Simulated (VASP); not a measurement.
Band structure of CaPb$_{3}$ (space group Pm-3m). Computed with LDA (Ceperley-Alder, Perdew-Zunger), VASP's LDA PAW potentials (set 64) (plane waves; VASP 6.6.1).

Unless said otherwise, spin-orbit coupling is left out, though it shifts the bands of the heavy elements here.

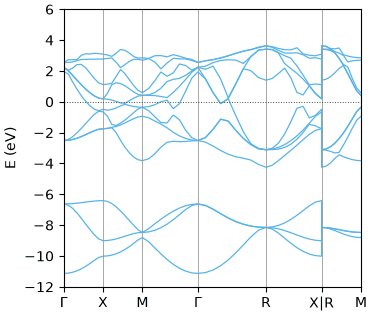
Fig. 1. Bands along high-symmetry lines, zero at the valence-band maximum or, without a gap, the Fermi level

Task: Read the plot: is there a gap, and where are the band edges?

Result: It has no gap at this level: it comes out as a metal or semimetal.

The structure comes from a computed database's CaPb3 entry (Pm-3m); how it stands against other phases isn't given here. The cell was not relaxed at this level.
